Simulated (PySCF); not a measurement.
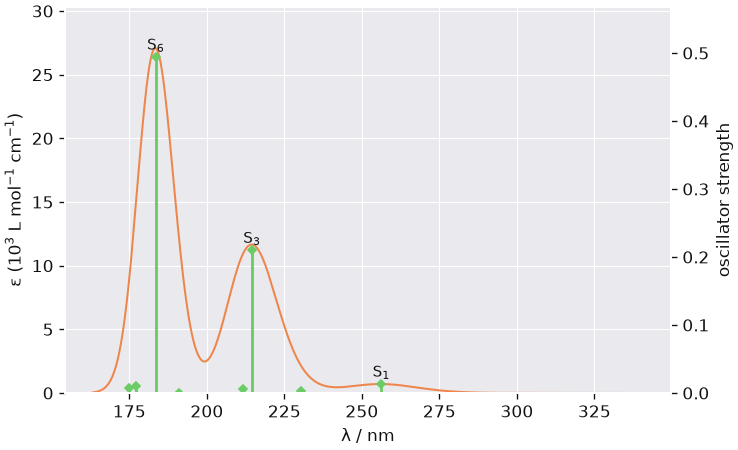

Vertical TDDFT excitations, CAM-B3LYP/def2-SVPD, PySCF, at a GFN2-xTB geometry (no frequency check), gas phase. Only the first 8 singlet excitations are included; each is broadened by a Gaussian of 1/e half-width 0.30 eV. Sticks give oscillator strengths (right axis).

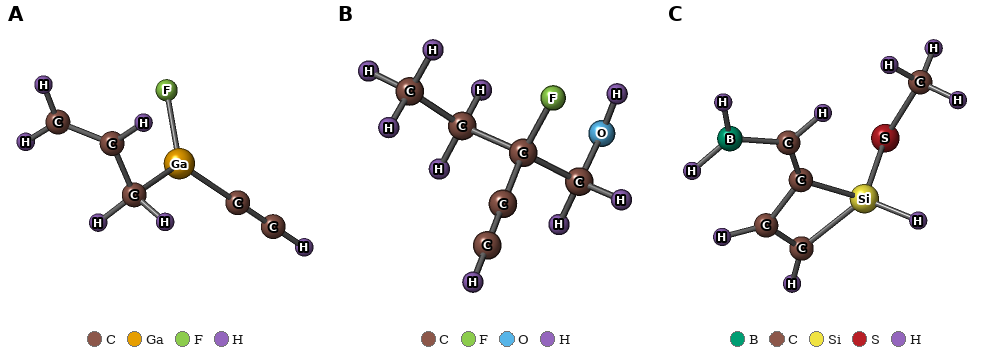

### Which molecule gives this spectrum? The candidates are drawn in the second picture.

Structure A, C₅H₆FGa, SMILES C#[C][Ga]([F])[CH2]C=C, singlet. Its lowest singlet lies at 4.84 eV (f = 0.013) and the brightest of those computed is S6 at 6.76 eV (183 nm), f = 0.494, mainly HOMO → LUMO+2 (72 %).

Caveats: the tight-binding geometry is rougher than a DFT one and adds to the error; one conformer of a flexible molecule; core orbitals are frozen in the response.
